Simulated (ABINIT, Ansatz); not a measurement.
# GaP (F-43m): a worked LO-TO splitting

Wanted: the LO mode of GaP (F-43m) from the TO mode and the field response.

Main program and level: ABINIT 10.8.3; DFT LDA, scalar-relativistic, plane waves, PseudoDojo norm-conserving pseudopotentials.

**1. The relaxed structure**

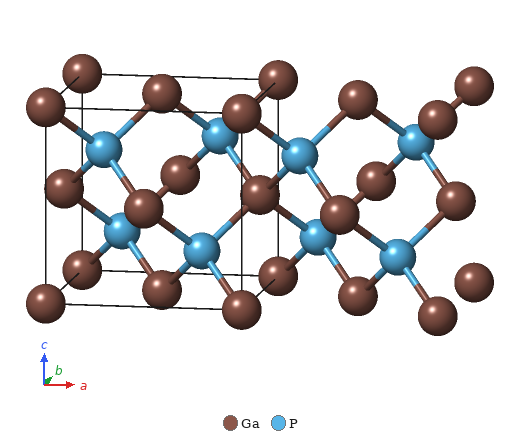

Start, viewed slightly off an axis; gallium brown, phosphorus blue. 2×1×1 cells are drawn. This picture shows the conventional cell, with its axes. Bonds to atoms that aren't drawn are left out. Some periodic images of atoms are drawn too.

Coordinates:

```cif
data_structure
_symmetry_space_group_name_H-M 'P 1'
_symmetry_Int_Tables_number 1
_cell_length_a 3.8096
_cell_length_b 3.8096
_cell_length_c 3.8096
_cell_angle_alpha 60.000
_cell_angle_beta 60.000
_cell_angle_gamma 60.000
_cell_volume 39.10
loop_
_atom_site_label
_atom_site_type_symbol
_atom_site_fract_x
_atom_site_fract_y
_atom_site_fract_z
_atom_site_occupancy
Ga1 Ga 0.00000 0.00000 0.00000 1
P2 P 0.25000 0.25000 0.25000 1
```

This is the cell after its relaxation at this level of theory, not the database cell from which that began.

**2. What the response run gave**

A linear-response run on the relaxed cell, with the response to an electric field; only its zone-centre results are used. Cutoff 49 Ha, k mesh 6×6×6 with shifts.

Numbers of over 12 decimals in the logs are rounded to 6 here.

What it wrote:

```text
[banners, grids, parts of the stress and lines that vanish by symmetry left out]
- input  file    -> dfpt_gamma.abi
- output file    -> dfpt_gamma.abo
- root for input  files -> dfpt_gammai
[...]
DATASET    1 : space group F-4 3 m (#216); Bravais cF (face-center cubic)
[...]
nfft =      110592          nkpt =         432
[...]
DATASET    2 : space group F-4 3 m (#216); Bravais cF (face-center cubic)
[...]
nfft =      110592          nkpt =         432
[...]
== DATASET  1 ==================================================================
[...]
cutoff_energies: {ecut:  49.0, pawecutdg:  -1.0, }
[...]
- 15.00000   5.00000  180309                  znucl, zion, pspdat
[...]
Perturbation : derivative vs k along direction   1
[...]
-ETOT  1  -42.834804294557     -4.283E+01 2.658E+00 0.000E+00
 ETOT  2  -42.990161000648     -1.554E-01 9.657E-02 0.000E+00
 ETOT  3  -42.993568047859     -3.407E-03 5.205E-03 0.000E+00
 ETOT  4  -42.993739576939     -1.715E-04 6.428E-04 0.000E+00
 ETOT  5  -42.993751859311     -1.228E-05 5.637E-05 0.000E+00
[...]
At SCF step   22   max residual=  1.00E-20 < tolwfr=  1.00E-20 =>converged.
[...]
Perturbation : derivative vs k along direction   2
[...]
-ETOT  1  -42.834804294259     -4.283E+01 2.658E+00 0.000E+00
[...]
At SCF step   22   max residual=  1.00E-20 < tolwfr=  1.00E-20 =>converged.
[...]
Perturbation : derivative vs k along direction   3
[...]
-ETOT  1  -42.834804293961     -4.283E+01 2.658E+00 0.000E+00
[...]
At SCF step   22   max residual=  1.00E-20 < tolwfr=  1.00E-20 =>converged.
[...]
1        1       1.8447684209   -0.0000000000
     1        2      -0.9223842105    0.0000000000
     1        3      -0.9223842105   -0.0000000000
     2        1      -0.9223842105    0.0000000000
     2        2       1.8447684209   -0.0000000000
     2        3       0.9223842105   -0.0000000000
     3        1      -0.9223842105   -0.0000000000
     3        2       0.9223842105   -0.0000000000
     3        3       1.8447684209    0.0000000000
[...]
== DATASET  2 ==================================================================
[...]
cutoff_energies: {ecut:  49.0, pawecutdg:  -1.0, }
[...]
Perturbation : displacement of atom   1   along direction   1
[...]
-ETOT  1   23.826143749654     -3.102E+04 3.393E+01 1.567E+02
[...]
At SCF step   11       vres2   =  4.49E-11 < tolvrs=  1.00E-10 =>converged.
[...]
At SCF step   10       vres2   =  1.83E-11 < tolvrs=  1.00E-10 =>converged.
[...]
-ETOT  1   3.923805     -1.045E+02 2.120E+00 1.924E+04
[...]
ETOT  9  0.863759     -1.662E-10 3.435E-10 5.043E-09
 ETOT 10  0.863759     -1.025E-11 1.882E-11 1.806E-11
 At SCF step   10       vres2   =  1.81E-11 < tolvrs=  1.00E-10 =>converged.
[...]
Dielectric tensor, in cartesian coordinates,
[...]
1    4   1    4        10.7632684452        -0.0000000000
   1    4   2    4         0.0000000000        -0.0000000000
   1    4   3    4         0.0000000000        -0.0000000000
   2    4   1    4         0.0000000000        -0.0000000000
   2    4   2    4        10.7632684452        -0.0000000000
   2    4   3    4        -0.0000000000        -0.0000000000
   3    4   1    4         0.0000000000        -0.0000000000
   3    4   2    4        -0.0000000000        -0.0000000000
   3    4   3    4        10.7632684452        -0.0000000000
  Effective charges, in cartesian coordinates,
[...]
1    1   1    4         2.0463925272         0.0000000000
   2    1   1    4         0.0000000000         0.0000000000
   3    1   1    4        -0.0000000000         0.0000000000
   1    2   1    4        -2.0550180824         0.0000000000
   2    2   1    4        -0.0000000000         0.0000000000
[...]
Effective charges, in cartesian coordinates,
[...]
Rigid-atom elastic tensor , in cartesian coordinates,
[...]
Rigid-atom proper piezoelectric tensor, in cartesian coordinates,
[...]
2    4   2    6         0.0135124813         0.0000000000
   2    4   3    6        -0.0000000000         0.0000000000
   3    4   1    5         0.0000000000         0.0000000000
   3    4   2    5         0.0000000000         0.0000000000
   3    4   3    5         0.0000000000         0.0000000000
   3    4   1    6         0.0000000000         0.0000000000
   3    4   2    6         0.0000000000         0.0000000000
   3    4   3    6         0.0135124832         0.0000000000
  Phonon wavevector (reduced coordinates) :  0.00000  0.00000  0.00000
 Phonon energies in Hartree :
[...]
Phonon frequencies in cm-1    :
-  8.959698E-01  8.959699E-01  8.959701E-01  3.651122E+02  3.651122E+02
-  3.651122E+02
  Phonon at Gamma, with non-analyticity in the
[...]
Phonon energies in Hartree :
[...]
Phonon frequencies in cm-1    :
-  8.959698E-01  8.959699E-01  9.363493E-01  3.651122E+02  3.651122E+02
-  3.953151E+02
  Phonon at Gamma, with non-analyticity in the
[...]
Phonon energies in Hartree :
[...]
Phonon frequencies in cm-1    :
-  8.959698E-01  8.959701E-01  9.363491E-01  3.651122E+02  3.651122E+02
-  3.953151E+02
  Phonon at Gamma, with non-analyticity in the
[...]
Phonon energies in Hartree :
[...]
Phonon frequencies in cm-1    :
-  8.959699E-01  8.959700E-01  9.363490E-01  3.651122E+02  3.651122E+02
-  3.953151E+02
[...]
fcart2     0.0000000000E+00  0.0000000000E+00  0.0000000000E+00
           strten2     0.0000000000E+00  0.0000000000E+00  0.0000000000E+00
================================================================================
```

```tsv
quantity	value
cell volume Ω (Å³)	39.095
mass of Ga (u)	69.723
mass of P (u)	30.974
Born charge of Ga, raw (e)	2.046
Born charge of P, raw (e)	-2.055
ε∞	10.763
ω(TO) after the sum rule (cm⁻¹)	365.1
```

**3. The calculation**

The charges must sum to zero over the cell; taking off their mean, -0.004 e, leaves Z* = 2.051 e on Ga. In the polar mode Ga moves against P, so the reduced mass is μ = 69.72 × 30.97 / 100.70 = 21.446 u.

A longitudinal wave builds up a field that adds to the restoring force: ω(LO)² = ω(TO)² + 4π Z*² / (μ Ω ε∞), in Hartree atomic units. With μ = 39094 electron masses and Ω = 263.83 bohr³ the second term is 4.7603e-07 Ha², or 22930 cm⁻² (1 Ha = 219474.6 cm⁻¹).

So ω(LO) = √(133305 + 22930) = 395.3 cm⁻¹, and by the Lyddane-Sachs-Teller relation ε₀ = ε∞ (ω(LO)/ω(TO))² = 12.61.

**4. Check against the program**

The analysis program adds the same non-analytic term to the full matrix.

What it wrote:

```text
[banners, grids, parts of the stress and lines that vanish by symmetry left out]
-outvars_anaddb: echo values of input variables ----------------------

 Flags :
[...]
Dielectric Tensor and Effective Charges
[...]
Effective charge tensors after
[...]
Phonon wavevector (reduced coordinates) :  0.00000  0.00000  0.00000
 Phonon energies in Hartree :
[...]
Phonon energies in meV     :
-  0.000000E+00  0.000000E+00  0.000000E+00  4.526808E+01  4.526808E+01
-  4.526808E+01
 Phonon frequencies in cm-1    :
-  0.000000E+00  0.000000E+00  0.000000E+00  3.651117E+02  3.651117E+02
-  3.651117E+02
 Phonon frequencies in Thz     :
-  0.000000E+00  0.000000E+00  0.000000E+00  1.094577E+01  1.094577E+01
-  1.094577E+01
 Phonon energies in Kelvin  :
-  0.000000E+00  0.000000E+00  0.000000E+00  5.253142E+02  5.253142E+02
-  5.253142E+02
[...]
-  1  0.00000000E+00  0.00000000E+00 -2.33406097E-03
-     0.00000000E+00  0.00000000E+00  0.00000000E+00
-  2  0.00000000E+00  0.00000000E+00 -2.33406097E-03
-     0.00000000E+00  0.00000000E+00  0.00000000E+00
[...]
-  1  0.00000000E+00 -2.33406097E-03  0.00000000E+00
-     0.00000000E+00  0.00000000E+00  0.00000000E+00
-  2  0.00000000E+00 -2.33406097E-03  0.00000000E+00
-     0.00000000E+00  0.00000000E+00  0.00000000E+00
[...]
-  1  2.33406097E-03  0.00000000E+00  0.00000000E+00
-     0.00000000E+00  0.00000000E+00  0.00000000E+00
-  2  2.33406097E-03  0.00000000E+00  0.00000000E+00
-     0.00000000E+00  0.00000000E+00  0.00000000E+00
[...]
-  1  0.00000000E+00  1.97559157E-07  1.55568312E-03
-     0.00000000E+00  0.00000000E+00  0.00000000E+00
-  2  0.00000000E+00 -4.44712435E-07 -3.50189602E-03
-     0.00000000E+00  0.00000000E+00  0.00000000E+00
[...]
-  1  1.80814040E-07  1.55568311E-03 -1.97560739E-07
-     0.00000000E+00  0.00000000E+00  0.00000000E+00
-  2 -4.07018601E-07 -3.50189600E-03  4.44715994E-07
-     0.00000000E+00  0.00000000E+00  0.00000000E+00
[...]
-  1  1.55568312E-03 -1.80815767E-07  0.00000000E+00
-     0.00000000E+00  0.00000000E+00  0.00000000E+00
-  2 -3.50189603E-03  4.07022490E-07  0.00000000E+00
-     0.00000000E+00  0.00000000E+00  0.00000000E+00
[...]
-     1          0.000000    -0.000000     0.000000     0.000000
-     2         -0.000000     0.000000     0.000000     0.000000
-     3         -0.000000    -0.000000    -0.000000     0.000000
-     4          0.000024     0.000344     2.706651     2.706651
-     5          0.000315     2.706651    -0.000344     2.706651
-     6          2.706651    -0.000315    -0.000024     2.706651
[...]
-   1     Real    0.0000E+00  0.0000E+00  0.0000E+00  0.0000E+00  0.0000E+00  0.0000E+00  0.0000E+00
[...]
-     0.00000000E+00  0.00000000E+00  0.00000000E+00
-  2  0.00000000E+00  0.00000000E+00 -2.33406097E-03
-     0.00000000E+00  0.00000000E+00  0.00000000E+00
[...]
Phonon at Gamma, with non-analyticity in the
[...]
Phonon energies in Hartree :
[...]
Phonon energies in meV     :
-  0.000000E+00  0.000000E+00  0.000000E+00  4.526808E+01  4.526808E+01
-  4.900695E+01
 Phonon frequencies in cm-1    :
-  0.000000E+00  0.000000E+00  0.000000E+00  3.651117E+02  3.651117E+02
-  3.952677E+02
 Phonon frequencies in Thz     :
-  0.000000E+00  0.000000E+00  0.000000E+00  1.094577E+01  1.094577E+01
-  1.184983E+01
 Phonon energies in Kelvin  :
-  0.000000E+00  0.000000E+00  0.000000E+00  5.253142E+02  5.253142E+02
-  5.687020E+02
[...]
Phonon at Gamma, with non-analyticity in the
[...]
Phonon energies in Hartree :
[...]
Phonon energies in meV     :
-  0.000000E+00  0.000000E+00  0.000000E+00  4.526808E+01  4.526808E+01
-  4.900695E+01
 Phonon frequencies in cm-1    :
-  0.000000E+00  0.000000E+00  0.000000E+00  3.651117E+02  3.651117E+02
-  3.952677E+02
 Phonon frequencies in Thz     :
-  0.000000E+00  0.000000E+00  0.000000E+00  1.094577E+01  1.094577E+01
-  1.184983E+01
 Phonon energies in Kelvin  :
-  0.000000E+00  0.000000E+00  0.000000E+00  5.253142E+02  5.253142E+02
-  5.687020E+02
[...]
-  1  0.00000000E+00  2.33406096E-03  0.00000000E+00
-     0.00000000E+00  0.00000000E+00  0.00000000E+00
-  2  0.00000000E+00  2.33406096E-03  0.00000000E+00
-     0.00000000E+00  0.00000000E+00  0.00000000E+00
[...]
-  1  2.33406097E-03  0.00000000E+00  0.00000000E+00
-     0.00000000E+00  0.00000000E+00  0.00000000E+00
-  2  2.33406097E-03  0.00000000E+00  0.00000000E+00
-     0.00000000E+00  0.00000000E+00  0.00000000E+00
[...]
-  1  2.30167551E-04  9.66739766E-04 -1.19690732E-03
-     0.00000000E+00  0.00000000E+00  0.00000000E+00
-  2 -5.18115047E-04 -2.17616435E-03  2.69427940E-03
-     0.00000000E+00  0.00000000E+00  0.00000000E+00
[...]
-  1  1.24918223E-03 -8.23922059E-04 -4.25260166E-04
-     0.00000000E+00  0.00000000E+00  0.00000000E+00
-  2 -2.81195201E-03  1.85467680E-03  9.57275212E-04
-     0.00000000E+00  0.00000000E+00  0.00000000E+00
[...]
Direction                     Dielectric constant
[...]
Elastic Tensor (clamped ion) (unit:10^2GP):
[...]
Elastic Tensor (relaxed ion) (unit:10^2GP):
[...]
Calculation of the tensor related to piezoelectric effetc
[...]
Proper piezoelectric constants (clamped ion) (unit:c/m^2)
[...]
Increase cutoff energy or k-points sampling.
[...]
Proper piezoelectric constants (relaxed ion) (unit:c/m^2)
[...]
0.00000000      0.12671960      0.00000000
     -0.00000000      0.00000000      0.12671967
-
```

```tsv
quantity	by hand	program
ω(LO) (cm⁻¹)	395.3	395.3
ε₀	12.61	12.61
```

**5. Outcome**

```
TO mode                    : 365.1 cm⁻¹
LO mode                    : 395.3 cm⁻¹
static dielectric constant : 12.61
```

**Reading.** The LO mode of GaP (F-43m) lies at 395 cm⁻¹, 30 cm⁻¹ above the TO mode; the formula meets the program within 0.1 cm⁻¹, as it must for a cubic crystal with one polar mode. ω(LO)² − ω(TO)² goes with Z*²/ε∞: an error of 5 % in ε∞ would move the LO mode by 1.4 cm⁻¹, and semilocal functionals tend to overestimate ε∞. These are harmonic values at zero temperature, at the volume of this functional, for the structure held cubic; stability elsewhere in the zone is no part of this calculation.

[Host names and launcher messages were left out of these logs when they were recorded.]

[Logs are printed without paths, hosts, clocks, repeated set-up lines and the standing remarks that a program may print on its own settings, such as how far it seeks lower states.]

[Hosts, paths, dates, database ids (printed as entryN), source tags and the programs' standing remarks are cut or masked in the printed files.]
